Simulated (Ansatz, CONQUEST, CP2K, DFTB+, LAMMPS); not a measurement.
## Glassy 50SiO2-43CaO-7P2O5 (mol %) (85 atoms) in DFTB+

How near does DFTB+ come to plane waves for glassy 50SiO2-43CaO-7P2O5 (mol %) (85 atoms)?

Main program and level: DFTB+ 25.1; the method is named at each step.

## 1. Set-up

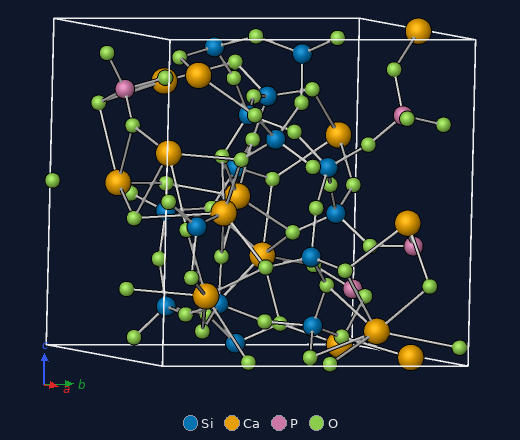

The starting structure, seen slightly off an axis (silicon blue, calcium orange, phosphorus pink, oxygen green). Bonds to atoms that aren't drawn are left out. Some periodic images of atoms are drawn too.

The cell holds 85 atoms: 15 Si, 13 Ca, 4 P and 53 O. Its edges and angles: a = 10.610 Å, b = 10.610 Å, c = 10.610 Å, α = 90.0°, β = 90.0°, γ = 90.0°. 85 atoms (15 Si, 13 Ca, 4 P, 53 O) placed at random at 2.63 g/cm³, melted at 4000 K for 10 ps at fixed volume with the Morse and Coulomb pair potential with partial charges (Pedone, Malavasi, Menziani, Cormack and Segre, J. Phys. Chem. B 110, 11780 (2006)). Quenched from 4000 K to 300 K at 30 K/ps and fixed volume, held 10 ps at zero pressure.

As a file:

```xyz
85
Lattice="10.6103 0.0000 0.0000 0.0000 10.6103 0.0000 0.0000 0.0000 10.6103" Properties=species:S:1:pos:R:3 pbc="T T T"
Si    1.0311    6.0622    5.8245
Si    4.5364    8.2213    4.5604
Si    7.0283    6.9563    6.2204
Si    1.9807    3.3764    1.3753
Si   10.0728    1.2895    4.4946
Si    5.0160    4.0377    1.6564
Si    1.6317    3.4172    4.4579
Si    1.1175    6.1406    0.1201
Si    7.0278    2.9151   10.1449
Si    6.3153    6.8254    1.0234
Si    8.2309    5.9899    3.3882
Si    9.4836    4.1804    7.3002
Si    2.9656    6.3427    8.2771
Si    8.8162    5.2914   10.0410
Si    5.6062    4.6878    7.8410
Ca    1.4624    6.8710    3.0003
Ca    1.7531    9.3091    6.9323
Ca    2.0014    3.1247    8.7035
Ca    3.9346    5.0141    5.0869
Ca    3.4759    8.8494    0.2357
Ca    8.1938    2.3726    2.1183
Ca    9.7000    8.7504    4.5852
Ca    9.9016    1.2914    9.4082
Ca    7.4931    1.2344    6.7149
Ca    3.8009    0.9111    5.5188
Ca    6.8181   10.0637    0.0297
Ca    9.2302    7.9399    1.0410
Ca    6.8903    3.4294    4.7367
P     8.9298    8.7952    8.0361
P     6.4935   10.1927    3.6250
P     4.3558    0.8582    8.5958
P     0.4054   10.4401    1.8358
O    10.2342   10.4465    0.5723
O     0.0221    0.0773    5.3413
O     0.3049    2.7016    4.9392
O     5.6408    7.5785    5.5693
O     8.8342   10.2458    7.7297
O     8.4010    8.6478    9.4970
O    10.5910    9.2278    2.5870
O    10.4446    5.1260    6.4674
O    10.1739    5.9836    0.0337
O     7.5857    9.4607    4.3751
O     1.4864    5.0658    4.5392
O     8.9379    5.2536    8.4534
O     8.5383    3.7723   10.5892
O     4.2815    5.3648    8.3539
O     6.4762    3.8282    9.0971
O     8.3458    3.4405    6.5638
O     3.5367    9.1813    5.4210
O     5.6241    8.1097    0.6266
O     5.4611    3.8689    6.4770
O     7.1690    6.9537    2.4030
O     5.4168    0.7567    7.4854
O     1.5755    4.9441    1.0931
O     5.3600    9.1153    3.5586
O     2.3164    6.1158    6.8188
O     9.6068    6.6485    3.0357
O     7.6275    1.4848    9.8429
O     8.0324    7.9555    7.0322
O    10.3524    8.3981    8.0259
O     8.5582    1.5180    4.2943
O     1.8523    3.1410    2.9108
O     5.8620    0.7093    4.4999
O     1.7483    7.4342    0.7973
O     8.1020    4.4612    3.0431
O     4.7451    0.0641    9.7965
O     4.1764    2.3209    8.9535
O     2.7449    2.9752    5.4273
O     2.9457    0.4983    8.0599
O     7.5717    6.2811    0.0765
O     0.6686    7.4651    5.4266
O     6.5154    5.9577    7.3467
O     7.8345    6.2677    4.9560
O     1.2521    2.5643    0.3223
O     3.1143    7.8429    8.5061
O     6.1644    3.0542    0.8387
O     1.9094   10.3001    1.6922
O    10.5606    0.9517    2.8659
O     6.9682    0.0815    2.2695
O    10.3849    3.0956    8.1466
O     3.6132    3.4383    1.2193
O     1.7684    5.6590    9.3112
O     5.1464    4.0445    3.2059
O     3.6737    7.0639    3.8928
O     5.3611    5.5188    1.1041
```

The yardstick, on the same geometry:

```
method                                           : Kohn-Sham DFT, PBE, PAW, plane waves (Ansatz 0.2.0); cutoff 420 eV, Γ point, fermi-dirac smearing of 0.05 eV; PAW set soft_2
r.m.s. force component                           : 1.542 eV/Å
longest force                                    : 7.863 eV/Å
pressure                                         : 4.838 GPa
gap (highest filled to lowest empty level) : 3.651 eV
SCF cycles                                       : 9
time                                             : 15 s on 4 threads of Intel Xeon Platinum 8175M at 2.50GHz (Skylake/Cascade Lake), shared host
CPU time                                         : 53 s
```

## 2. IPEA1-xTB

Method: IPEA1-xTB tight binding, diagonalisation.

Contents of dftb_in.hsd:

```
Geometry = GenFormat {
  <<< geo.gen
}
Driver = {}
Hamiltonian = xTB {
  Method = "IPEA1-xTB"
  SccTolerance = 1e-06
  MaxSccIterations = 300
  Mixer = Broyden { MixingParameter = 0.2 }
  Filling = Fermi { Temperature [K] = 580 }
  KPointsAndWeights = { 0.0 0.0 0.0 1.0 }
}
Analysis {
  PrintForces = Yes
  MullikenAnalysis = Yes
}
ParserOptions { ParserVersion = 14 }
```

Contents of geo.gen:

```
85 F
Si Ca P O
1 1 0.09718 0.57135 0.54895
2 1 0.42755 0.77484 0.42981
3 1 0.66240 0.65562 0.58626
4 1 0.18668 0.31822 0.12962
5 1 0.94934 0.12153 0.42361
6 1 0.47275 0.38055 0.15611
7 1 0.15378 0.32206 0.42015
8 1 0.10532 0.57874 0.01132
9 1 0.66236 0.27474 0.95614
10 1 0.59520 0.64328 0.09645
11 1 0.77575 0.56454 0.31933
12 1 0.89381 0.39399 0.68803
13 1 0.27950 0.59779 0.78010
14 1 0.83091 0.49870 0.94634
15 1 0.52837 0.44182 0.73900
16 2 0.13783 0.64758 0.28277
17 2 0.16523 0.87736 0.65336
18 2 0.18863 0.29450 0.82029
19 2 0.37083 0.47257 0.47943
20 2 0.32760 0.83404 0.02221
21 2 0.77225 0.22361 0.19965
22 2 0.91421 0.82471 0.43215
23 2 0.93321 0.12171 0.88670
24 2 0.70621 0.11634 0.63287
25 2 0.35823 0.08587 0.52014
26 2 0.64259 0.94848 0.00280
27 2 0.86993 0.74832 0.09811
28 2 0.64940 0.32321 0.44642
29 3 0.84162 0.82893 0.75739
30 3 0.61200 0.96064 0.34165
31 3 0.41053 0.08088 0.81014
32 3 0.03821 0.98396 0.17302
33 4 0.96455 0.98456 0.05394
34 4 0.00208 0.00729 0.50341
35 4 0.02874 0.25462 0.46551
36 4 0.53163 0.71426 0.52490
37 4 0.83261 0.96565 0.72851
38 4 0.79178 0.81504 0.89507
39 4 0.99818 0.86970 0.24382
40 4 0.98438 0.48312 0.60954
41 4 0.95887 0.56394 0.00318
42 4 0.71494 0.89165 0.41234
43 4 0.14009 0.47744 0.42781
44 4 0.84238 0.49514 0.79672
45 4 0.80472 0.35553 0.99801
46 4 0.40352 0.50562 0.78734
47 4 0.61037 0.36080 0.85738
48 4 0.78658 0.32426 0.61863
49 4 0.33333 0.86532 0.51092
50 4 0.53006 0.76432 0.05906
51 4 0.51470 0.36464 0.61044
52 4 0.67566 0.65537 0.22648
53 4 0.51052 0.07132 0.70548
54 4 0.14849 0.46597 0.10302
55 4 0.50517 0.85910 0.33539
56 4 0.21832 0.57640 0.64266
[... 29 atom lines left out ...]
0.0 0.0 0.0
10.61030 0.00000 0.00000
0.00000 10.61030 0.00000
0.00000 0.00000 10.61030
```

On the command line:

```bash
> OMP_NUM_THREADS=1 dftb+ > output.txt
```

The log of the run:

```text
Reading input file 'dftb_in.hsd'
Parser version: 14
--------------------------------------------------------------------------------
Processed input in HSD format written to 'dftb_pin.hsd'
Starting initialization...
--------------------------------------------------------------------------------
WARNING!
-> Dipole printed for extended system : value printed is not well defined
Mode:                        Static calculation
Self consistent charges:     Yes
SCC-tolerance:                 0.100000E-05
Max. scc iterations:                    300
Shell resolved Hubbard:      Yes
Spin polarisation:           No
Nr. of up electrons:           212.000000
Nr. of down electrons:         212.000000
Periodic boundaries:         Yes
Electronic solver:           Relatively robust
Mixer:                       Broyden mixer
Mixing parameter:                  0.200000
Nr. of chrg. vec. in memory:            300
Max. SCC-cycles:                        300
tblite library version:      0.3.0
-> parametrization:          IPEA1-xTB
-> repulsion:                Yes
-> dispersion:               Yes
-> halogen bonding:          Yes
-> electrostatics:           Yes
   -> isotropic:             Yes
   -> anisotropic:           No
   -> third-order:           Yes
Electronic temperature:              0.183675E-02 H      0.499806E-01 eV
Initial charges:             Set automatically (system chrg:   0.000E+00)
Included shells:            Si:  s, p, d
                            Ca:  s, p, d
                             P:  s, p, d
                             O:  s, p, s2
K-points and weights:           1:  0.000000  0.000000  0.000000     1.000000
K-points in absolute space:     1:  0.000000  0.000000  0.000000
Extra options:
                             Mulliken analysis
                             Force calculation
Force type                   original
--------------------------------------------------------------------------------
***  Geometry step: 0
 iSCC Total electronic   Diff electronic      SCC error
    1   -0.29576833E+03    0.00000000E+00    0.19482577E+01
    2   -0.30602404E+03   -0.29576833E+03    0.15870299E+01
    3   -0.30602516E+03   -0.10255714E+02    0.83782640E+00
    4   -0.30699552E+03   -0.11194266E-02    0.56585304E+00
    5   -0.30718695E+03   -0.97035765E+00    0.14874682E+00
    6   -0.30722455E+03   -0.19142918E+00    0.77888676E-01
    7   -0.30724678E+03   -0.37608937E-01    0.36614512E-01
    8   -0.30725148E+03   -0.22222198E-01    0.17374925E-01
    9   -0.30725162E+03   -0.47003995E-02    0.78389510E-02
   10   -0.30725166E+03   -0.14269861E-03    0.43570184E-02
   11   -0.30725179E+03   -0.39520309E-04    0.26562500E-02
   12   -0.30725181E+03   -0.13108092E-03    0.93840521E-03
   13   -0.30725181E+03   -0.16887577E-04    0.57740248E-03
   14   -0.30725181E+03    0.78139840E-06    0.21340317E-03
   15   -0.30725181E+03   -0.10849462E-05    0.10121543E-03
   16   -0.30725181E+03   -0.62894401E-08    0.59278461E-04
   17   -0.30725181E+03   -0.28988666E-07    0.28490745E-04
   18   -0.30725181E+03   -0.70938881E-08    0.13670721E-04
   19   -0.30725181E+03   -0.12174155E-08    0.54178917E-05
>> Charges saved for restart in charges.bin
   20   -0.30725181E+03   -0.20531843E-09    0.18764519E-05
   21   -0.30725181E+03   -0.59230842E-10    0.12526986E-05
>> Charges saved for restart in charges.bin
   22   -0.30725181E+03   -0.26147973E-11    0.45747595E-06
Total Energy:                     -305.9293792809 H        -8324.7620 eV
Extrapolated to 0K:               -305.9293792809 H        -8324.7620 eV
Total Mermin free energy:         -305.9293792809 H        -8324.7620 eV
Force related energy:             -305.9293792809 H        -8324.7620 eV
Volume:                              0.806083E+04 au^3   0.119449E+04 A^3
Pressure:                            0.355043E-05 au     0.104457E+09 Pa
```

detailed.out:

```text
Fermi distribution function
Calculation with static geometry
********************************************************************************
 iSCC Total electronic   Diff electronic      SCC error
   22   -0.30725181E+03   -0.26147973E-11    0.45747595E-06
********************************************************************************
 Total charge:     0.00000000
 Atomic gross charges (e)
 Atom           Charge
    1       0.26555046
    2       0.14367296
    3       0.17332294
    4       0.28305348
    5       0.24169507
    6       0.31800827
    7       0.23216326
    8       0.25433469
    9       0.12896134
   10       0.21495107
   11       0.35731113
   12       0.19213494
[...]
81      -0.22721484
   82      -0.12960932
   83      -0.28070536
   84      -0.25130026
   85      -0.14130068
Fermi level:                        -0.2385507526 H           -6.4913 eV
Band energy:                      -211.0570946398 H        -5743.1558 eV
TS:                                  0.0000000000 H            0.0000 eV
Band free energy (E-TS):          -211.0570946398 H        -5743.1558 eV
Extrapolated E(0K):               -211.0570946398 H        -5743.1558 eV
Input / Output electrons (q):    424.0000000000    424.0000000000
Energy H0:                        -308.4132219504 H        -8392.3508 eV
Energy SCC:                          1.1614142927 H           31.6037 eV
Total Electronic energy:          -307.2518076577 H        -8360.7471 eV
Repulsive energy:                    1.6654960344 H           45.3205 eV
Halogen correction energy:           0.0000000000 H            0.0000 eV
Total energy:                     -305.9293792809 H        -8324.7620 eV
Extrapolated to 0:                -305.9293792809 H        -8324.7620 eV
Total Mermin free energy:         -305.9293792809 H        -8324.7620 eV
Force related energy:             -305.9293792809 H        -8324.7620 eV
Non-constrained calculation
SCC converged
Total Forces
    1     -0.012492839586     -0.072881835990      0.019919324884
    2     -0.048256469197     -0.012022557493      0.024562862467
    3      0.006781428397      0.028443129953     -0.020615391036
    4      0.025793200018      0.030122282335     -0.016612235673
    5      0.044834423472      0.015945683723     -0.005455103089
    6      0.015318984428     -0.027181718503     -0.012922462019
    7     -0.028264240940      0.020385878839      0.008883987411
    8      0.051910321000      0.006475868857     -0.005376363283
    9      0.073831066650     -0.038915042501      0.041298660967
   10      0.029703688867     -0.069374368427      0.036827240811
   11     -0.023408822175     -0.002090189361     -0.015831290607
[...]
81      0.008387947782      0.009000177029     -0.026763861692
   82      0.035342297514      0.017832915202     -0.020893128428
   83     -0.000874168124      0.005898300792      0.032943890150
   84     -0.004080168725     -0.003397143304     -0.007693631274
   85     -0.006881740667      0.000671120113      0.003625189451
Total stress tensor
      0.000043641789      0.000027271225      0.000026645817
      0.000027271225     -0.000009932298     -0.000070319121
      0.000026645817     -0.000070319121     -0.000023058187
Total lattice derivs
     -0.017545087627     -0.010963712610     -0.010712282921
     -0.010963712610      0.003993031525      0.028270040633
     -0.010712282921      0.028270040633      0.009269966308
Maximal derivative component:        0.116450E+00 au
Volume:                              0.806083E+04 au^3
Pressure:                            0.355043E-05 au     0.104457E+09 Pa
Warning: dipole moment is not defined absolutely!
Dipole moment:   -5.14358279    6.00997691   -4.38179828 au
Dipole moment:  -13.07368445   15.27583882  -11.13742120 Debye
```

Elapsed: 27 s, on 1 thread of Intel Xeon Platinum 8175M at 2.50GHz (Skylake/Cascade Lake), shared host; peak memory 0.93 GiB.

Banners, paths, timers and routine set-up lines are dropped from the logs unmarked, and long logs keep their key lines alone; longer cuts are marked.

Numbers from this run, and their distance from the reference:

| Property | Result |
| --- | --- |
| r.m.s. force component | 1.511 eV/Å |
| r.m.s. difference of force components | 786 meV/Å |
| longest difference of force vectors | 3211 meV/Å |
| force difference over r.m.s. force | 50.98 % |
| slope of forces against the reference's | 0.8502 |
| correlation of force components | 0.8676 |
| gap (highest filled to lowest empty level) | 2.576 eV |
| gap difference | -1.075 eV |
| pressure | 0.1045 GPa |
| pressure difference | -4.733 GPa |

Length of the force difference by element (eV/Å):

```
element  atoms  mean  most
     Ca     13   1.4   2.2
      O     53  0.98   2.3
      P      4   1.4   2.1
     Si     15   1.8   3.2
```

Levels nearest the highest filled one (eV from it): -0.67, -0.62, -0.61, -0.55, -0.54, -0.49, -0.48, -0.45, -0.36, -0.32, -0.22, 0.00, 2.58, 3.64, 3.77, 3.85, 4.27, 4.39, 4.42, 4.61, 5.06, 5.16, 5.51, 5.57.

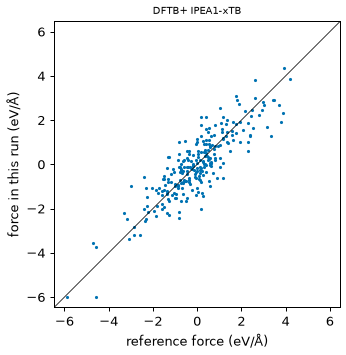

Force components against those of the reference; the line marks equality.

A closer look about P32, one of the 4 P atoms: 12 atoms, nearest first, numbered in the order of the input, with positions taken from that point.

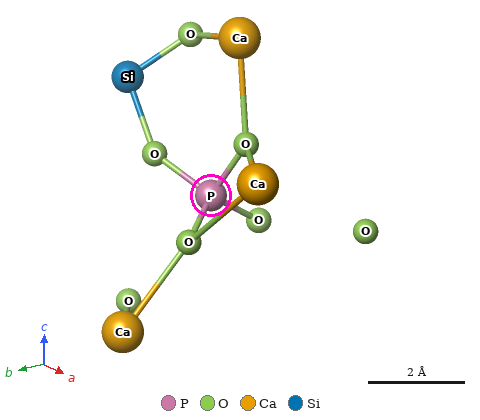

The atoms of the table, within 3.6 Å (arrows a, b, c point along x, y, z); some may hide others; the central atom is ringed.

```
atom      x      y      z  distance (Å)  bonds  Mulliken charge (e)     Fx     Fy  Fz (eV/Å)
 P32   0.00   0.00   0.00          0.00      4                 0.38   1.94   1.34       1.01
 O33  -0.78   0.01  -1.26          1.49      3                -0.21  -2.17   0.82      -2.84
 O39  -0.42  -1.21   0.75          1.49      4                -0.24  -2.09  -5.97       3.11
 O77   1.50  -0.14  -0.14          1.52      2                -0.32   1.77  -0.39      -0.35
 O78  -0.46   1.12   1.03          1.59      3                -0.19  -0.44   2.74       0.04
Ca27  -1.79  -2.50  -0.79          3.17      7                 0.59   1.61   0.65      -0.46
 Si5  -0.94   1.46   2.66          3.18      4                 0.24   2.31   0.82      -0.28
 O74   0.85   2.73  -1.51          3.24      3                -0.32  -1.16  -2.56      -2.47
 O64   1.34  -3.01  -1.04          3.45      3                -0.33  -0.10   1.28       0.01
Ca22  -1.32  -1.69   2.75          3.49      5                 0.36  -0.72   1.28      -1.24
 O34  -0.38   0.25   3.51          3.54      3                -0.25  -0.01  -1.51       0.27
Ca23  -1.11   1.46  -3.04          3.55      5                 0.71  -0.50  -0.65       0.02
```

Forces lie 51 % from the reference's, at 0.51 times its CPU time (on 1 against 4 cores).

## 3. Summary of results

| Quantity | Value |
| --- | --- |
| force difference from the reference | DFTB+ IPEA1-xTB, 51 % |
| its CPU time | 27 s |

Tight binding differs by 51 % (DFTB+ IPEA1-xTB); it is another model, with fitted parameters of its own, and the xTB methods hold dispersion. IPEA1-xTB was fitted to ionisation energies and electron affinities, not to forces or charges. Periodic xTB results under one method name differ between programs and library versions (DFTB+ here holds tblite 0.3). The quench rate of 30 K/ps is many orders above laboratory rates, so the cell is likely richer in defects and strain than a real sample. The network of bonds at the start is that of the classical potential that made the cell, and needn't be the one that DFT or experiment would give. The electronic-structure runs sample only Γ, in a cell whose shortest periodic width is 11 Å.

[Also dropped from logs without a mark: logging warnings of Python, and SIESTA's first energy breakdown and zero terms.]

[Logs are printed without paths, hosts, clocks, repeated set-up lines and the standing remarks that a program may print on its own settings, such as how far it seeks lower states.]

[Hosts, paths, dates, database ids (printed as entryN), source tags and the programs' standing remarks are cut or masked in the printed files.]
